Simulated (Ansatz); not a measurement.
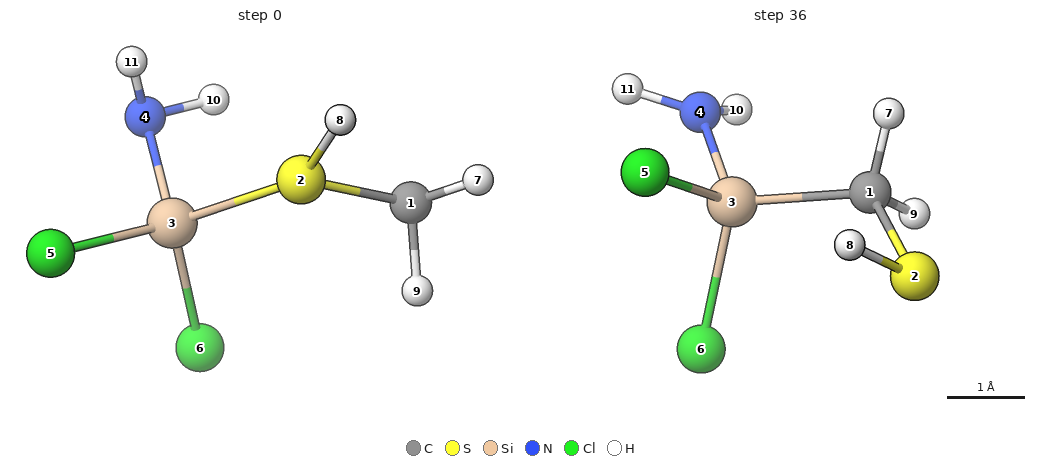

The structure of CH$_{5}$Cl$_{2}$NSSi before (left) and after (right) a relaxation, at one scale.

Style: ball-and-stick. Shown at a tilt.

The run prepares an end point of a later path (hydrogen shift) calculation, from a guessed geometry.

Theory: Ansatz, RKS BHLYP-D4/6-31G*.

The input:
```yaml
crystal:
  periodic: [false, false, false]
  atoms:
    - { symbol: C, position_ang: [-0.3116, -1.0757, 1.5759] }
    - { symbol: S, position_ang: [1.0473, -0.1136, 0.9201] }
    - { symbol: Si, position_ang: [0.2088, 1.1026, -0.6347] }
    - { symbol: "N", position_ang: [0.292, 0.1119, -1.9858] }
    - { symbol: Cl, position_ang: [1.4159, 2.7178, -0.9724] }
    - { symbol: Cl, position_ang: [-1.6246, 1.7754, -0.1677] }
    - { symbol: H, position_ang: [0.0182, -1.7412, 2.3194] }
    - { symbol: H, position_ang: [2.14846, -0.76429, 1.43822] }
    - { symbol: H, position_ang: [-1.0744, -0.3428, 2.0852] }
    - { symbol: H, position_ang: [-0.2547, -0.7603, -1.7149] }
    - { symbol: H, position_ang: [1.169, -0.1568, -2.1664] }
basis:
  gaussian: { orbitals: "6-31G*" }
hamiltonian:
  xc: { name: BHLYP }
  dispersion: d4
relax:
  f_tol: 0.02
  max_steps: 50
```

Run as
```bash
ansatz run input.yaml --threads 2 --pin off --max-ram 3072MiB --backend cpu --events-out ev --progress --plain --runs-dir out
```

> Describe what moved and what it gained.

S2 moves most after the best rigid fit: 1.85 Å. By element the largest moves are S 1.85 Å, H 1.72 Å, Cl 1.51 Å, C 0.85 Å, Si 0.59 Å, N 0.54 Å. Among the contacts that change: C1–Si3 3.147 → 1.865 Å, S2–Si3 2.145 → 3.124 Å, C1–H9 1.174 → 1.088 Å, N4–H11 0.935 → 1.004 Å. New bonds form: C1–Si3 (3.15 → 1.86 Å). Bonds break: S2–Si3 (2.14 → 3.12 Å). Among the angles between lasting bonds that change: Si3–N4–H10 104.7° → 120.2°, Si3–N4–H11 111.8° → 120.0°, C1–S2–H8 102.4° → 97.2°. Groups turn about C1–S2 by about 55°. The energy falls by 137.3 kcal/mol in 33 accepted moves (36 points after the start). Largest force component: 5.7 eV/Å at the start, 0.014 eV/Å at the end. The line search rejected the trial steps at points 23, 24, 32 of the run.
